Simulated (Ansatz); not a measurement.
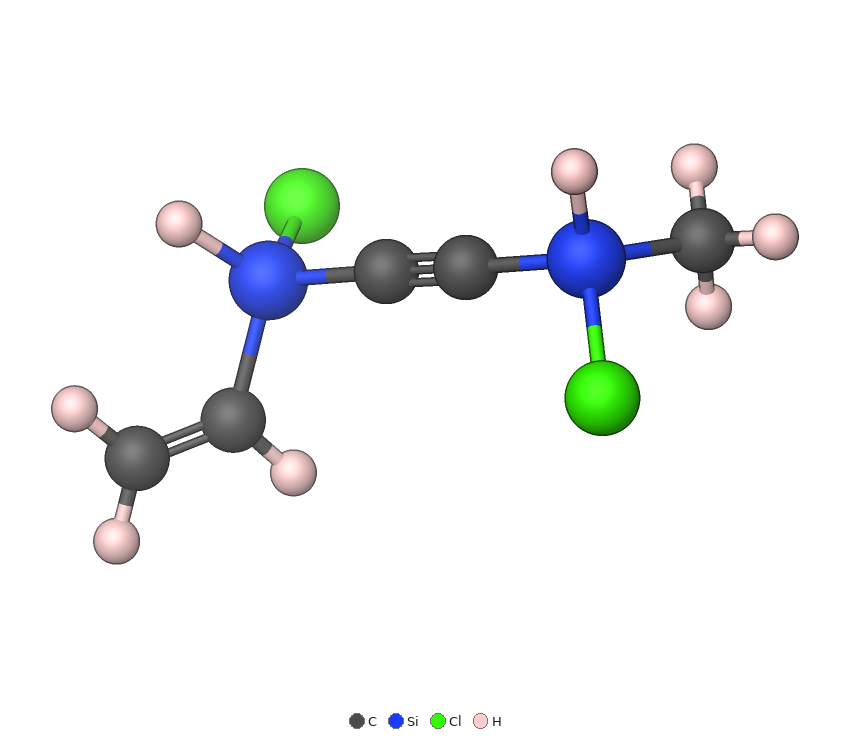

The computed structure is the end point of a PBE-D4/def2-SVP optimisation. No frequency run is at hand to confirm it as a minimum.

Give the structural formula.

SMILES: C=C[Si@H](Cl)C#C[Si@H](C)Cl

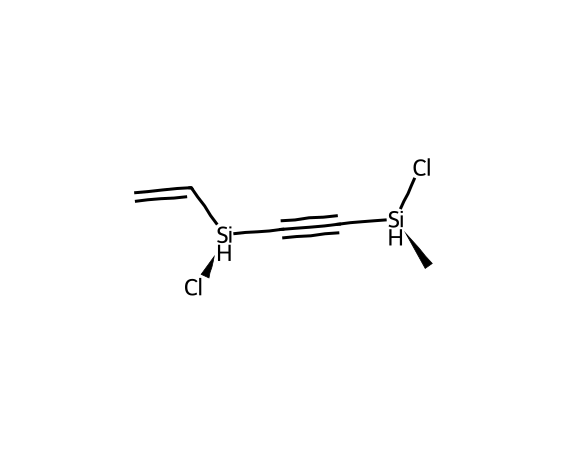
